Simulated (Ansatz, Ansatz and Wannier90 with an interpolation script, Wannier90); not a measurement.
# SiO2 (Stishovite): what limits a Wannier interpolation of GW

Wanted: errors and cost of interpolated bands of SiO2 (Stishovite) under coarser or faulty settings.

Calculated with Wannier90 4.0.3; maximally localised Wannier functions from the overlaps of LDA states (plane waves, PAW).

### Step 1. The structure

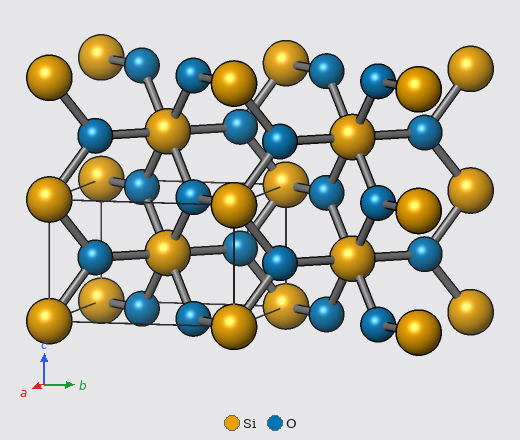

The cell as given, slightly off an axis (silicon orange, oxygen blue). 1×2×2 cells are drawn. Some periodic images of atoms are drawn too.

The cell and positions come from the Crystallography Open Database and are kept as given unless a step says otherwise.

### Step 2. Wannier model on 8×8×12, by Wannier90

w.win

```
num_iter = 1200
conv_tol = 1.0e-8
conv_window = 5
dis_num_iter = 4000
dis_conv_tol = 1.0e-8
dis_mix_ratio = 0.7
write_hr = true
use_ws_distance = false
num_print_cycles = 50
! ansatz wannier90 interface
! projections by site (counted from 0) and shell: 2 2P, 3 2P, 4 2P, 5 2P, 0 3S, 1 3S, 0 3P, 1 3P
! states of the run's bands (counted from 1): 1-30
num_bands = 30
num_wann  = 20
dis_win_min = -0.77
dis_win_max = 26.44
dis_froz_min = -0.77
dis_froz_max = 18.92
guiding_centres = true

begin unit_cell_cart
Ang
                   4.1773                      0.0                      0.0
                      0.0                   4.1773                      0.0
                      0.0                      0.0                   2.6652
end unit_cell_cart

begin atoms_frac
Si                       0.0                      0.0                      0.0
Si                       0.5                      0.5                      0.5
O                     0.3059                   0.3059                      0.0
O                     0.1941                   0.8059                      0.5
O                     0.6941                   0.6941                      0.0
O                     0.8059                   0.1941                      0.5
end atoms_frac

mp_grid = 8 8 12

[... the mesh's points ...]
```

The run is started by

```bash
$ OMP_NUM_THREADS=1 mpirun -n 8 wannier90.x w > wannier90.x.log
```

The program printed:

```text
TEM
                                    ------

                              Lattice Vectors (Ang)
                    a_1     4.177300   0.000000   0.000000
                    a_2     0.000000   4.177300   0.000000
                    a_3     0.000000   0.000000   2.665200

                   Unit Cell Volume:      46.50730  (Ang^3)

                        Reciprocal-Space Vectors (Ang^-1)
                    b_1     1.504126   0.000000   0.000000
                    b_2     0.000000   1.504126   0.000000
                    b_3     0.000000   0.000000   2.357491

 *----------------------------------------------------------------------------*
 |   Site       Fractional Coordinate          Cartesian Coordinate (Ang)     |
 +----------------------------------------------------------------------------+
 | si   1   0.00000   0.00000   0.00000   |    0.00000   0.00000   0.00000    |
 | si   2   0.50000   0.50000   0.50000   |    2.08865   2.08865   1.33260    |
 | o    1   0.30590   0.30590   0.00000   |    1.27784   1.27784   0.00000    |
 | o    2   0.19410   0.80590   0.50000   |    0.81081   3.36649   1.33260    |
 | o    3   0.69410   0.69410   0.00000   |    2.89946   2.89946   0.00000    |
 | o    4   0.80590   0.19410   0.50000   |    3.36649   0.81081   1.33260    |
 *----------------------------------------------------------------------------*
                                ------------
                                K-POINT GRID
                                ------------

             Grid size =  8 x  8 x 12      Total points =  768

 *---------------------------------- MAIN ------------------------------------*
 |  Number of Wannier Functions               :                20             |
 |  Number of Objective Wannier Functions     :                20             |
 |  Number of input Bloch states              :                30             |
 |  Output verbosity (1=low, 5=high)          :                 1             |
 |  Timing Level (1=low, 5=high)              :                 1             |
 |  Optimisation (0=memory, 3=speed)          :                 3             |
 |  Length Unit                               :               Ang             |
 |  Post-processing setup (write *.nnkp)      :                 F             |
 |  Using Gamma-only branch of algorithms     :                 F             |
 *----------------------------------------------------------------------------*
 *------------------------------- WANNIERISE ---------------------------------*
 |  Total number of iterations                :              1200             |
 |  Number of CG steps before reset           :                 5             |
 |  Trial step length for line search         :             2.000             |
 |  Convergence tolerence                     :         0.100E-07             |
[...]
Cycle:   1050
[...]
Sum of centres and spreads ( 32.485072, 31.636397, 12.485975 )    38.56283284

   1050    -0.996E-03     3.3991787988       38.5628328369      95.46  <-- CONV
        O_D=      2.6236526 O_OD=     13.2580929 O_TOT=     38.5628328 <-- SPRD
 Delta: O_D= -0.3588588E-03 O_OD= -0.6368932E-03 O_TOT= -0.9957520E-03 <-- DLTA
 ------------------------------------------------------------------------------
 Cycle:   1100
[...]
Sum of centres and spreads ( 32.484321, 31.634157, 12.481788 )    38.52912521

   1100    -0.309E-02     4.6890423492       38.5291252080      97.52  <-- CONV
        O_D=      2.6119911 O_OD=     13.2360469 O_TOT=     38.5291252 <-- SPRD
 Delta: O_D= -0.3104258E-02 O_OD=  0.1800734E-04 O_TOT= -0.3086251E-02 <-- DLTA
 ------------------------------------------------------------------------------
 Cycle:   1150
[...]
Sum of centres and spreads ( 32.479654, 31.629429, 12.475477 )    38.45543773

   1150     0.947E-02     6.0940946706       38.4554377341      99.59  <-- CONV
        O_D=      2.5977401 O_OD=     13.1766103 O_TOT=     38.4554377 <-- SPRD
 Delta: O_D=  0.9977923E-02 O_OD= -0.5088912E-03 O_TOT=  0.9469032E-02 <-- DLTA
 ------------------------------------------------------------------------------
 Cycle:   1200
[...]
Sum of centres and spreads ( 32.479025, 31.627318, 12.482055 )    38.38564352

   1200     0.337E-03     3.3995164776       38.3856435207     101.57  <-- CONV
        O_D=      2.5650011 O_OD=     13.1395551 O_TOT=     38.3856435 <-- SPRD
 Delta: O_D=  0.1215215E-02 O_OD= -0.8786046E-03 O_TOT=  0.3366105E-03 <-- DLTA
 ------------------------------------------------------------------------------
 Final State
[...]
WF centre and spread   19  (  1.952960,  2.011028,  1.335438 )     2.33403789
  WF centre and spread   20  (  1.971697,  1.864484,  1.332978 )     2.35476482
  Sum of centres and spreads ( 32.479025, 31.627318, 12.482055 )    38.38564352

         Spreads (Ang^2)       Omega I      =    22.681087283
        ================       Omega D      =     2.565001140
                               Omega OD     =    13.139555097
    Final Spread (Ang^2)       Omega Total  =    38.385643521
 ------------------------------------------------------------------------------

 Writing checkpoint file w.chk... done

 *---------------------------------------------------------------------------*
 |                               PLOTTING                                    |
 *---------------------------------------------------------------------------*

 *===========================================================================*
 |                             TIMING INFORMATION                            |
 *===========================================================================*
 |    Tag                                                Ncalls      Time (s)|
 |---------------------------------------------------------------------------|
 |kmesh: get                                        :         1         0.176|
 |overlap: read                                     :         1         2.587|
 |dis: main                                         :         1        53.961|
 |wann: main                                        :         1        47.744|
 |plot: main                                        :         1         0.607|
 *---------------------------------------------------------------------------*
 All done: wannier90 exiting
```

Elapsed: 1.8 min, on 8 MPI ranks of Arm Neoverse V2, shared host.

The loop ended before it converged.

### Step 3. Wannier model on 8×8×12, by Wannier90

Localised functions give a small Hamiltonian that interpolates between mesh points at no cost.

Edit w.win of step 2 so:

```diff
@@ -11,9 +11,9 @@
 ! projections by site (counted from 0) and shell: 2 2P, 3 2P, 4 2P, 5 2P, 0 3S, 1 3S, 0 3P, 1 3P
-! states of the run's bands (counted from 1): 1-30
-num_bands = 30
+! states of the run's bands (counted from 1): 1-32
+num_bands = 32
 num_wann  = 20
 dis_win_min = -0.77
-dis_win_max = 26.44
+dis_win_max = 28.48
 dis_froz_min = -0.77
-dis_froz_max = 18.92
+dis_froz_max = 19.92
 guiding_centres = true
```

The program printed:

```text
[banner, memory and clock lines left out]
TEM
                                    ------

                              Lattice Vectors (Ang)
                    a_1     4.177300   0.000000   0.000000
                    a_2     0.000000   4.177300   0.000000
                    a_3     0.000000   0.000000   2.665200

                   Unit Cell Volume:      46.50730  (Ang^3)

                        Reciprocal-Space Vectors (Ang^-1)
                    b_1     1.504126   0.000000   0.000000
                    b_2     0.000000   1.504126   0.000000
                    b_3     0.000000   0.000000   2.357491

 *----------------------------------------------------------------------------*
 |   Site       Fractional Coordinate          Cartesian Coordinate (Ang)     |
 +----------------------------------------------------------------------------+
 | si   1   0.00000   0.00000   0.00000   |    0.00000   0.00000   0.00000    |
 | si   2   0.50000   0.50000   0.50000   |    2.08865   2.08865   1.33260    |
 | o    1   0.30590   0.30590   0.00000   |    1.27784   1.27784   0.00000    |
 | o    2   0.19410   0.80590   0.50000   |    0.81081   3.36649   1.33260    |
 | o    3   0.69410   0.69410   0.00000   |    2.89946   2.89946   0.00000    |
 | o    4   0.80590   0.19410   0.50000   |    3.36649   0.81081   1.33260    |
 *----------------------------------------------------------------------------*
                                ------------
                                K-POINT GRID
                                ------------

             Grid size =  8 x  8 x 12      Total points =  768

 *---------------------------------- MAIN ------------------------------------*
 |  Number of Wannier Functions               :                20             |
[...]
Sum of centres and spreads ( 33.418400, 33.418400, 13.326000 )    27.15658252

     50    -0.164E-05     0.0008587789       27.1565825171      10.02  <-- CONV
        O_D=      0.0039202 O_OD=      5.1309662 O_TOT=     27.1565825 <-- SPRD
 Delta: O_D= -0.2021293E-06 O_OD= -0.1433852E-05 O_TOT= -0.1635982E-05 <-- DLTA

             <<<     Delta < 1.000E-08  over  5 iterations     >>>
             <<< Wannierisation convergence criteria satisfied >>>

 Final State
[...]
WF centre and spread   19  (  2.088650,  2.088650,  1.332600 )     2.01489487
  WF centre and spread   20  (  2.088650,  2.088650,  1.332600 )     2.01489487
  Sum of centres and spreads ( 33.418400, 33.418400, 13.326000 )    27.15657611

         Spreads (Ang^2)       Omega I      =    22.021696103
        ================       Omega D      =     0.003918586
                               Omega OD     =     5.130961417
    Final Spread (Ang^2)       Omega Total  =    27.156576106

 Writing checkpoint file w.chk... done

 *---------------------------------------------------------------------------*
 |                               PLOTTING                                    |
 *---------------------------------------------------------------------------*

 *===========================================================================*
 |                             TIMING INFORMATION                            |
 *===========================================================================*
 |    Tag                                                Ncalls      Time (s)|
 |---------------------------------------------------------------------------|
 |kmesh: get                                        :         1         0.176|
 |overlap: read                                     :         1         2.885|
 |dis: main                                         :         1         8.293|
 |wann: main                                        :         1         3.038|
 |plot: main                                        :         1         0.611|
 *---------------------------------------------------------------------------*
 All done: wannier90 exiting
```

The job ended after 18 s (8 MPI ranks).

This step gave:

```yaml
gauge_invariant_spread: 22.02 Å²
diagonal_spread: 0.003919 Å²
off_diagonal_spread: 5.131 Å²
total_spread: 27.16 Å²
disentanglement_steps: 383
r_m_s_interpolation_error: 0.001317 eV
r_m_s_error_near_the_gap: 0.002316 eV
```

Near the gap the model misses directly solved bands by 2.3 meV r.m.s. and by 39 meV at most in the window tested. This tests the starting bands, not the corrections carried with them.

Frozen up to 9.61 eV; above it the model need not follow the bands. Electronic bands along the path, in eV, zero at the valence-band top:

```tsv
point	band 13	band 14	band 15	band 16	band 17	band 18	band 19	band 20
Γ	-2.54	-0.90	-0.90	0.00	5.61	6.47	8.36	8.36
X	-2.72	-2.72	-1.08	-1.08	7.63	7.63	8.91	8.91
M	-2.72	-2.72	-2.32	-2.32	7.29	7.29	9.90	9.90
Γ	-2.54	-0.90	-0.90	0.00	5.61	6.47	8.36	8.36
Z	-3.16	-3.16	-2.72	-2.72	8.91	8.91	12.56	12.56
R	-2.32	-2.32	-1.80	-1.80	8.60	8.60	9.74	9.74
A	-1.79	-1.79	-1.57	-1.57	7.05	7.05	11.19	11.19
Z	-3.16	-3.16	-2.72	-2.72	8.91	8.91	12.56	12.56
jump to X	-2.72	-2.72	-1.08	-1.08	7.63	7.63	8.91	8.91
R	-2.32	-2.32	-1.80	-1.80	8.60	8.60	9.74	9.74
jump to M	-2.72	-2.72	-2.32	-2.32	7.29	7.29	9.90	9.90
A	-1.79	-1.79	-1.57	-1.57	7.05	7.05	11.19	11.19
```

The same for Kohn-Sham, solved directly:

```tsv
point	band 13	band 14	band 15	band 16	band 17	band 18	band 19	band 20
Γ	-2.54	-0.90	-0.90	0.00	5.61	6.47	8.36	8.36
X	-2.72	-2.72	-1.08	-1.08	7.63	7.63	8.91	8.91
M	-2.72	-2.72	-2.32	-2.32	7.29	7.29	9.89	9.89
Γ	-2.54	-0.90	-0.90	0.00	5.61	6.47	8.36	8.36
Z	-3.16	-3.16	-2.72	-2.72	8.91	8.91	12.41	12.41
R	-2.32	-2.32	-1.80	-1.80	8.60	8.60	9.73	9.73
A	-1.79	-1.79	-1.57	-1.57	7.05	7.05	10.77	10.77
Z	-3.16	-3.16	-2.72	-2.72	8.91	8.91	12.41	12.41
X	-2.72	-2.72	-1.08	-1.08	7.63	7.63	8.91	8.91
R	-2.32	-2.32	-1.80	-1.80	8.60	8.60	9.73	9.73
M	-2.72	-2.72	-2.32	-2.32	7.29	7.29	9.89	9.89
A	-1.79	-1.79	-1.57	-1.57	7.05	7.05	10.77	10.77
```

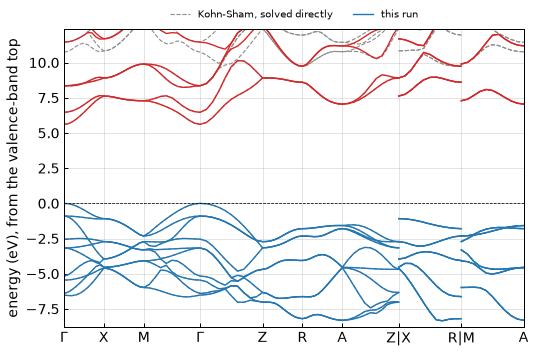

Electronic bands along the path; lines of filled and empty bands in two colours; dashed: Kohn-Sham, solved directly.

(Continued in part 2 of 3.)

[Paths, hosts, dates, memory and timing lines, banners, echoed tables and standing remarks are left out of the program output.]

[Logs are printed without paths, hosts, clocks, repeated set-up lines and the standing remarks that a program may print on its own settings, such as how far it seeks lower states.]

[Runs of the session that timed out or met a known fault of the program may be left out.]

[Hosts, paths, dates, database ids (printed as entryN), source tags and the programs' standing remarks are cut or masked in the printed files.]
